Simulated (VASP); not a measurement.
## Lattice of Al2O3 (Corundum) across functionals and dispersion corrections

Aim: relax Al2O3 (Corundum) at several levels and hold each cell against experiment. The levels: LDA, PBE, r2SCAN, PBE + D3(BJ), r2SCAN + rVV10, revPBE + D3(BJ), optB88-vdW and vdW-DF-cx. LASPH is on for some levels and off for others; the table marks which. The start is a cell from a database of measured crystal structures.

Program: VASP 6.6.1. Level of theory: LDA; plane waves and PAW (Al, O), in the first sound run; inputs show where later runs differ. Results are calculated unless marked as measured.

**What experiment says.**

For Al2O3, corundum (one undoped alumina crystal), “Standard Reference Material (SRM 1990) For Single Crystal Diffractometer Alignment” (2001, pmc:4865310) gives, by single-crystal X-ray diffraction: lattice constant a (a, hexagonal setting) 4.75999 ± 3e-05 Å; lattice constant c (c, hexagonal setting) 12.9948 ± 7e-05 Å.

Report form: the programs' logs are mostly left out.

### Step 1. The structure

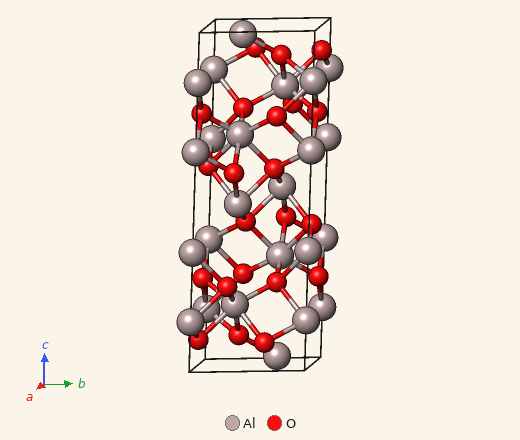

The cell as given, slightly off an axis (aluminium light grey, oxygen red). This picture shows the conventional cell, with its axes. Some periodic images of atoms are drawn too.

As a file:

```xyz
10
Lattice="2.3803 1.3742 4.3319 -2.3803 1.3742 4.3319 0.0000 -2.7485 4.3319" Properties=species:S:1:pos:R:3 pbc="T T T"
Al    0.0000    0.0000    4.5765
Al    0.0000    0.0000    1.9213
Al    0.0000    0.0000    8.4191
Al    0.0000    0.0000   11.0743
O    -0.9203    1.3742    7.5808
O    -0.7300   -1.4841    7.5808
O     1.6503    0.1099    7.5808
O     0.9203   -1.3742    5.4148
O     0.7300    1.4841    5.4148
O    -1.6503   -0.1099    5.4148
```

### Step 2. Relaxation with LDA

The start need not lie at this functional's minimum. ISIF = 3 frees volume, shape and positions, and EDIFFG sets the threshold on forces and stress at which the search stops. LDA, the lowest rung, knows the local density alone.

INCAR

```
SYSTEM = Al2O3
PREC = Accurate
ENCUT = 560
EDIFF = 1E-06
NELM = 100
ISMEAR = -1
SIGMA = 0.05
LREAL = .FALSE.
ALGO = Normal
GGA = CA
NBANDS = 34
LORBIT = 11
LWAVE = .FALSE.
LCHARG = .FALSE.
KPAR = 8
IBRION = 2
NSW = 60
ISIF = 3
EDIFFG = -0.01
```

POSCAR

```
Al2O3
1.0
    2.3802500000      1.3742379782      4.3318666667
   -2.3802500000      1.3742379782      4.3318666667
    0.0000000000     -2.7484759565      4.3318666667
Al O
4 6
Direct
    0.3521600000      0.3521600000      0.3521600000
    0.1478400000      0.1478400000      0.1478400000
    0.6478400000      0.6478400000      0.6478400000
    0.8521600000      0.8521600000      0.8521600000
    0.5566800000      0.9433200000      0.2500000000
    0.2500000000      0.5566800000      0.9433200000
    0.9433200000      0.2500000000      0.5566800000
    0.4433200000      0.0566800000      0.7500000000
    0.7500000000      0.4433200000      0.0566800000
    0.0566800000      0.7500000000      0.4433200000
```

KPOINTS

```
Automatic mesh
0
Gamma
5 5 5
0 0 0
```

PAW data sets: Al and O (PBE family, release 64).

Command:

```console
mpirun -np 8 vasp_std
```

It took 22 s on 8 MPI ranks of AMD EPYC 9R45, shared host; peak memory 1.9 GiB.

The gap is read on the k-mesh alone, so it is an upper bound where the band edges lie off the mesh. The PAW data sets were made with PBE, though LDA sets exist; this is a small mismatch. The run keeps the 12 symmetry operations of its start, so it cannot find a distortion of lower symmetry.

Relaxation path:

```tsv
step	energy less that of the first step (eV)	largest force (eV/Å)	pressure (GPa)	volume (Å³)
1	0.0000	0.1303	-3.92	85.02
2	-0.0026	0.0576	4.00	82.49
3	-0.0178	0.0372	0.07	83.69
4	-0.0178	0.0350	0.18	83.66
5	-0.0181	0.0147	0.05	83.71
6	-0.0181	0.0093	0.07	83.70
```

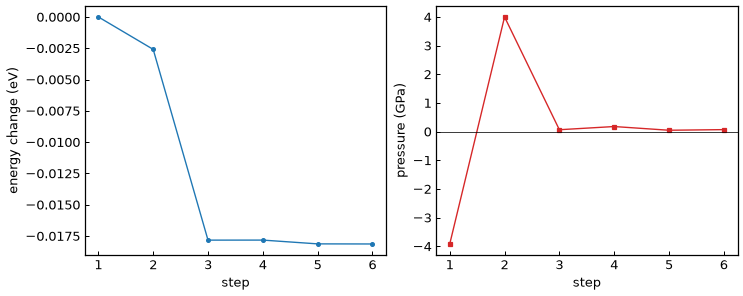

Energy and pressure along the relaxation.

```tsv
conventional cell, symmetrised	before	after	change
a (Å)	4.760	4.739	-0.5 %
b (Å)	4.760	4.739	-0.5 %
c (Å)	12.996	12.913	-0.6 %
volume (Å³/atom)	8.50	8.37	-1.5 %
```

Final coordinates:

```xyz
10
Lattice="2.3693 1.3679 4.3043 -2.3693 1.3679 4.3043 0.0000 -2.7358 4.3043" Properties=species:S:1:pos:R:3 pbc="T T T"
Al    0.0000    0.0000    4.5451
Al    0.0000    0.0000    1.9114
Al    0.0000    0.0000    8.3679
Al    0.0000    0.0000   11.0016
O    -0.9208    1.3679    7.5326
O    -0.7242   -1.4814    7.5326
O     1.6450    0.1135    7.5326
O     0.9208   -1.3679    5.3804
O     0.7242    1.4814    5.3804
O    -1.6450   -0.1135    5.3804
```

This step gave:

* electrons: 48
* bands: 34
* irreducible k-points: 19
* symmetry operations: 12
* free energy (TOTEN): -83.2218 eV
* Fermi energy: 7.117 eV
* pressure: 0.07095 GPa
* metallic: no
* valence top at k: 0, 0, 0
* conduction bottom at k: 0, 0, 0
* least direct gap at k: 0, 0, 0
* SCF cycles over all ionic steps: 37
* gap on the k-mesh: 6.384 eV
* least direct gap on the k-mesh: 6.384 eV

It ends with a largest force of 0.009 eV/Å and a pressure of 0.07 GPa. The volume lies -1.5 % from that of the database's start, which holds the thermal and zero-point expansion of its experiment. The conventional cell has a = 4.739 and c = 12.913 Å.

### Step 3. Relaxation with PBE

This step: PBE; plane waves and PAW (Al, O) (VASP 6.6.1).

PBE, the usual starting point, adds the gradient of the density.

INCAR, as its differences from that of step 2:

```diff
@@ -9,3 +9,3 @@
 ALGO = Normal
-GGA = CA
+GGA = PE
 NBANDS = 34
```

POSCAR is that of step 2.

KPOINTS is that of step 2.

Command:

```console
mpirun -np 8 vasp_std
```

The job ended after 25 s (8 MPI ranks; peak memory 2.1 GiB).

Relaxation path:

```tsv
step	energy less that of the first step (eV)	largest force (eV/Å)	pressure (GPa)	volume (Å³)
1	0.0000	0.0273	7.05	85.02
2	-0.0151	0.0492	-5.45	89.70
3	-0.0535	0.0382	-0.02	87.51
4	-0.0534	0.0379	0.12	87.46
5	-0.0537	0.0038	0.11	87.47
```

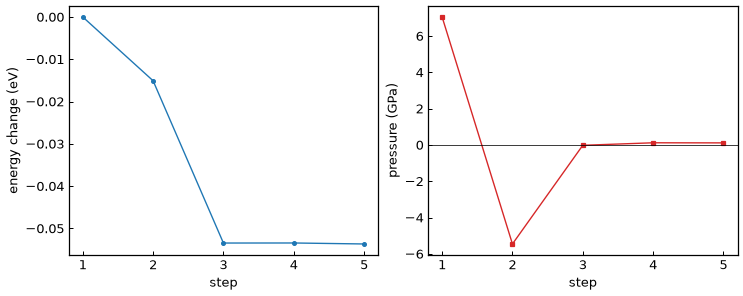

Energy and pressure along the relaxation.

```tsv
conventional cell, symmetrised	before	after	change
a (Å)	4.760	4.806	+1.0 %
b (Å)	4.760	4.806	+1.0 %
c (Å)	12.996	13.118	+0.9 %
volume (Å³/atom)	8.50	8.75	+2.9 %
```

The relaxed structure:

```xyz
10
Lattice="2.4031 1.3874 4.3725 -2.4031 1.3874 4.3725 0.0000 -2.7748 4.3725" Properties=species:S:1:pos:R:3 pbc="T T T"
Al    0.0000    0.0000    4.6194
Al    0.0000    0.0000    1.9394
Al    0.0000    0.0000    8.4982
Al    0.0000    0.0000   11.1781
O    -0.9315    1.3874    7.6519
O    -0.7358   -1.5004    7.6519
O     1.6673    0.1130    7.6519
O     0.9315   -1.3874    5.4656
O     0.7358    1.5004    5.4656
O    -1.6673   -0.1130    5.4656
```

This step gave:

- free energy (TOTEN): -74.8126 eV
- Fermi energy: 6.964 eV
- pressure: 0.1139 GPa
- SCF cycles over all ionic steps: 36
- gap on the k-mesh: 5.866 eV
- least direct gap on the k-mesh: 5.866 eV

It ends at 8.747 Å³/atom, +2.9 % from the start, with 0.11 GPa left. The conventional cell has a = 4.806 and c = 13.118 Å.

### Step 4. Relaxation with r2SCAN

This step: r2SCAN; plane waves and PAW (Al, O) (VASP 6.6.1).

r2SCAN adds the kinetic-energy density, costs more than a GGA and is run with LASPH.

INCAR, as its differences from that of step 3:

```diff
@@ -9,3 +9,4 @@
 ALGO = Normal
-GGA = PE
+METAGGA = R2SCAN
+LASPH = .TRUE.
 NBANDS = 34
```

POSCAR is that of step 3.

KPOINTS is that of step 3.

Command:

```console
mpirun -np 8 vasp_std
```

Elapsed: 1.8 min, on 8 MPI ranks; peak memory 2.2 GiB.

The PAW data sets were made with PBE, which is usual practice but a small mismatch for other functionals.

Relaxation path:

```tsv
step	energy less that of the first step (eV)	largest force (eV/Å)	pressure (GPa)	volume (Å³)
1	0.0000	0.0801	-0.84	85.02
2	-0.0012	0.0265	0.85	84.47
3	-0.0017	0.0297	0.24	84.66
4	-0.0017	0.0323	0.19	84.68
5	-0.0018	0.0087	-0.05	84.76
```

```tsv
conventional cell, symmetrised	before	after	change
a (Å)	4.760	4.756	-0.1 %
b (Å)	4.760	4.756	-0.1 %
c (Å)	12.996	12.980	-0.1 %
volume (Å³/atom)	8.50	8.48	-0.3 %
```

The relaxed structure:

```
Al O
1.0
     2.37797    1.37292    4.32683
    -2.37797    1.37292    4.32683
     0.00000   -2.74585    4.32683
Al O
4 6
Direct
  0.35185 0.35185 0.35185
  0.14815 0.14815 0.14815
  0.64815 0.64815 0.64815
  0.85185 0.85185 0.85185
  0.55620 0.94380 0.25000
  0.25000 0.55620 0.94380
  0.94380 0.25000 0.55620
  0.44380 0.05620 0.75000
  0.75000 0.44380 0.05620
  0.05620 0.75000 0.44380
```

It ends at 8.476 Å³/atom, -0.3 % from the start, with -0.05 GPa left. The conventional cell has a = 4.756 and c = 12.980 Å.

### Step 5. Relaxation with PBE + D3(BJ)

This step: PBE with D3(BJ); plane waves and PAW (Al, O) (VASP 6.6.1).

A dispersion term adds the long-range attraction that semilocal functionals lack. D3 with Becke-Johnson damping keeps a finite attraction at short range.

INCAR, as its differences from that of step 4:

```diff
@@ -9,4 +9,4 @@
 ALGO = Normal
-METAGGA = R2SCAN
-LASPH = .TRUE.
+GGA = PE
+IVDW = 12
 NBANDS = 34
```

POSCAR is that of step 4.

KPOINTS is that of step 4.

Command:

```console
mpirun -np 8 vasp_std
```

Elapsed: 27 s, on 8 MPI ranks; peak memory 2.2 GiB.

The steps of the relaxation:

```tsv
step	energy less that of the first step (eV)	largest force (eV/Å)	pressure (GPa)	volume (Å³)
1	0.0000	0.0264	2.48	85.02
2	-0.0017	0.0215	-2.10	86.65
3	-0.0068	0.0181	-0.01	85.89
4	-0.0068	0.0181	-0.06	85.90
5	-0.0068	0.0043	-0.05	85.90
```

```tsv
conventional cell, symmetrised	before	after	change
a (Å)	4.760	4.778	+0.4 %
b (Å)	4.760	4.778	+0.4 %
c (Å)	12.996	13.033	+0.3 %
volume (Å³/atom)	8.50	8.59	+1.0 %
```

The relaxed structure:

```xyz
10
Lattice="2.3892 1.3794 4.3442 -2.3892 1.3794 4.3442 0.0000 -2.7588 4.3442" Properties=species:S:1:pos:R:3 pbc="T T T"
Al    0.0000    0.0000    4.5889
Al    0.0000    0.0000    1.9274
Al    0.0000    0.0000    8.4437
Al    0.0000    0.0000   11.1052
O    -0.9252    1.3794    7.6024
O    -0.7320   -1.4909    7.6024
O     1.6572    0.1115    7.6024
O     0.9252   -1.3794    5.4303
O     0.7320    1.4909    5.4303
O    -1.6572   -0.1115    5.4303
```

It ends at 8.590 Å³/atom, +1.0 % from the start, with -0.05 GPa left. The conventional cell has a = 4.778 and c = 13.033 Å. Against plain PBE, the dispersion term moves a by -0.6 % and c by -0.6 %.

### Step 6. Relaxation with r2SCAN + rVV10

This step: r2SCAN with rVV10; plane waves and PAW (Al, O) (VASP 6.6.1).

LUSE_VDW switches on a nonlocal correlation term for dispersion.

INCAR, as its differences from that of step 5:

```diff
@@ -9,4 +9,8 @@
 ALGO = Normal
-GGA = PE
-IVDW = 12
+METAGGA = R2SCAN
+LUSE_VDW = .TRUE.
+IVDW_NL = 2
+BPARAM = 11.95
+CPARAM = 0.0093
+LASPH = .TRUE.
 NBANDS = 34
```

POSCAR is that of step 5.

KPOINTS is that of step 5.

Command:

```console
mpirun -np 8 vasp_std
```

It took 4.6 min on 8 MPI ranks; peak memory 4.1 GiB; 30 min of CPU time.

It ends at 8.438 Å³/atom, -0.8 % from the start, with -0.01 GPa left. The conventional cell has a = 4.750 and c = 12.957 Å. Against plain r2SCAN, the dispersion term moves a by -0.1 % and c by -0.2 %.

### Step 7. Relaxation with revPBE + D3(BJ)

This step: revPBE with D3(BJ); plane waves and PAW (Al, O) (VASP 6.6.1).

revPBE by itself binds more weakly than PBE and expands cells; dispersion terms fitted to it are the larger for that.

INCAR, as its differences from that of step 6:

```diff
@@ -9,8 +9,4 @@
 ALGO = Normal
-METAGGA = R2SCAN
-LUSE_VDW = .TRUE.
-IVDW_NL = 2
-BPARAM = 11.95
-CPARAM = 0.0093
-LASPH = .TRUE.
+GGA = RE
+IVDW = 12
 NBANDS = 34
```

POSCAR is that of step 6.

KPOINTS is that of step 6.

Command:

```console
mpirun -np 8 vasp_std
```

Run time: 18 s. Hardware: 8 MPI ranks; peak memory 2.3 GiB.

It ends at 8.553 Å³/atom, +0.6 % from the start, with 0.00 GPa left. The conventional cell has a = 4.771 and c = 13.014 Å.

### Step 8. Relaxation with optB88-vdW

This step: optB88-vdW; plane waves and PAW (Al, O) (VASP 6.6.1).

optB88-vdW pairs nonlocal correlation with a B88-type exchange refitted to the binding of molecular dimers.

INCAR, as its differences from that of step 7:

```diff
@@ -9,4 +9,8 @@
 ALGO = Normal
-GGA = RE
-IVDW = 12
+GGA = BO
+AGGAC = 0
+LUSE_VDW = .TRUE.
+PARAM1 = 0.1833333333
+PARAM2 = 0.22
+LASPH = .TRUE.
 NBANDS = 34
```

POSCAR is that of step 7.

KPOINTS is that of step 7.

Command:

```console
mpirun -np 8 vasp_std
```

Wall time 3 min (8 MPI ranks); peak memory 4.9 GiB.

It ends at 8.674 Å³/atom, +2.0 % from the start, with 0.08 GPa left. The conventional cell has a = 4.794 and c = 13.076 Å.

### Step 9. Relaxation with vdW-DF-cx

This step: vdW-DF-cx; plane waves and PAW (Al, O) (VASP 6.6.1).

vdW-DF-cx takes its exchange from the same plasmon model as its correlation.

INCAR, as its differences from that of step 8:

```diff
@@ -9,7 +9,5 @@
 ALGO = Normal
-GGA = BO
+GGA = CX
 AGGAC = 0
 LUSE_VDW = .TRUE.
-PARAM1 = 0.1833333333
-PARAM2 = 0.22
 LASPH = .TRUE.
```

POSCAR is that of step 8.

KPOINTS is that of step 8.

Command:

```console
mpirun -np 8 vasp_std
```

Elapsed: 2.7 min, on 8 MPI ranks; peak memory 4.9 GiB; 21 min of CPU time.

It ends at 8.616 Å³/atom, +1.3 % from the start, with 0.00 GPa left. The conventional cell has a = 4.785 and c = 13.038 Å.

### Step 10. The cells as a table

This step: relaxed cells at several levels; plane waves and PAW (VASP 6.6.1).

This step runs nothing: it gathers the runs above.

Lengths are those of the conventional cell; cost is the wall time of each run, as given at its step, times its ranks, without the set-up around it; LASPH differs between rows, which moves results and costs too. Results by level, by row:

```tsv
level	volume (Å³/atom)	change from the start (%)	a (Å)	c (Å)	cost (core minutes)	LASPH
LDA	8.37	-1.5	4.739	12.91	2.93	off
PBE	8.75	2.9	4.806	13.12	3.33	off
r2SCAN	8.48	-0.3	4.756	12.98	14.5	on
PBE + D3(BJ)	8.59	1	4.778	13.03	3.6	off
r2SCAN + rVV10	8.44	-0.8	4.75	12.96	36.7	on
revPBE + D3(BJ)	8.55	0.6	4.771	13.01	2.45	off
optB88-vdW	8.67	2	4.794	13.08	24	on
vdW-DF-cx	8.62	1.3	4.785	13.04	21.6	on
```

### Step 11. Outcome

```json
{"volume, LDA": "8.370 Å³/atom", "volume, PBE": "8.747 Å³/atom", "volume, r2SCAN": "8.476 Å³/atom", "volume, PBE + D3(BJ)": "8.590 Å³/atom", "volume, r2SCAN + rVV10": "8.438 Å³/atom", "volume, revPBE + D3(BJ)": "8.553 Å³/atom", "volume, optB88-vdW": "8.674 Å³/atom", "volume, vdW-DF-cx": "8.616 Å³/atom"}
```

What this shows: For Al2O3 (Corundum) the levels give volumes between 8.370 Å³/atom (LDA) and 8.747 Å³/atom (PBE), a spread of 4.5 %, while the cost of the finished runs spans a factor of 15. Within 1 % of experiment on every length: LDA, PBE, r2SCAN, PBE + D3(BJ), r2SCAN + rVV10, revPBE + D3(BJ), optB88-vdW and vdW-DF-cx. The nearest, r2SCAN, took 5.9 times the core time of revPBE + D3(BJ) and lowers the largest miss from 0.24 to 0.11 %. Thermal and zero-point expansion, often some tenths of a per cent in length, bear on this order: with the measured lengths lowered by an assumed 0.4 % the nearest becomes r2SCAN + rVV10. The costs hold the number of ionic steps as well as the price of the functional. The closing table has room for seven levels; vdW-DF-cx stands in the table of levels alone. Adding D3(BJ) to PBE changes the volume by -1.8 % (a by -0.6 % and c by -0.6 %). Adding rVV10 to r2SCAN changes the volume by -0.4 % (a by -0.1 % and c by -0.2 %). Within 0.02 Å all end in space group R-3c; the runs can't lower the symmetry of the start. LASPH is on for some levels and off for others, so differences between them are not the functional's alone. Each is a single relaxation on the plane waves of the start cell, so larger changes of volume carry a basis-set error that was not tested here.

Computed beside measured:

```
              quantity  measured              LDA              PBE           r2SCAN     PBE + D3(BJ)   r2SCAN + rVV10  revPBE + D3(BJ)       optB88-vdW
lattice constant a (Å)   4.75999   4.739 (-0.5 %)   4.806 (+1.0 %)   4.756 (-0.1 %)   4.778 (+0.4 %)   4.750 (-0.2 %)   4.771 (+0.2 %)   4.794 (+0.7 %)
lattice constant c (Å)   12.9948  12.913 (-0.6 %)  13.118 (+0.9 %)  12.980 (-0.1 %)  13.033 (+0.3 %)  12.957 (-0.3 %)  13.014 (+0.2 %)  13.076 (+0.6 %)
```

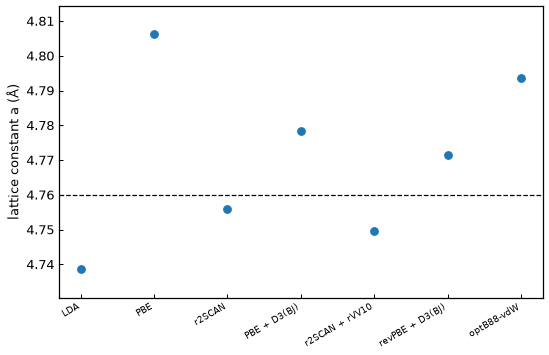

The lattice constant a by level; the dashed line is the measured value.

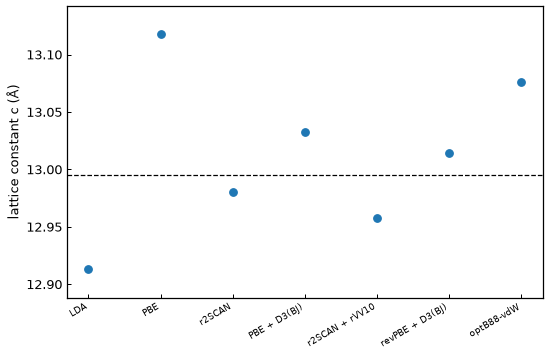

The lattice constant c by level; the dashed line is the measured value.

Measured values from pmc:4865310 (2001).

**Verdict.** For the lattice constant a, of the levels listed nearest comes r2SCAN (-0.1 %, good agreement) and farthest PBE (+1.0 %, fair agreement). For the lattice constant c, of the levels listed nearest comes r2SCAN (-0.1 %, good agreement) and farthest PBE (+0.9 %, fair agreement). The grades are ours: good and fair within 0.7 and 1.5 % for the lattice constant a and 0.8 and 2 % for the lattice constant c. Zero-point motion and thermal expansion are not in the computed lattice constants.

[Lines on the potential files, build, host, timing and source positions are cut from VASP's logs without a mark.]

[Logs are printed without paths, hosts, clocks, repeated set-up lines and the standing remarks that a program may print on its own settings, such as how far it seeks lower states.]

[Hosts, paths, dates, database ids (printed as entryN), source tags and the programs' standing remarks are cut or masked in the printed files.]

[A measured line is paired with the nearest computed mode of its activity, which favours agreement.]
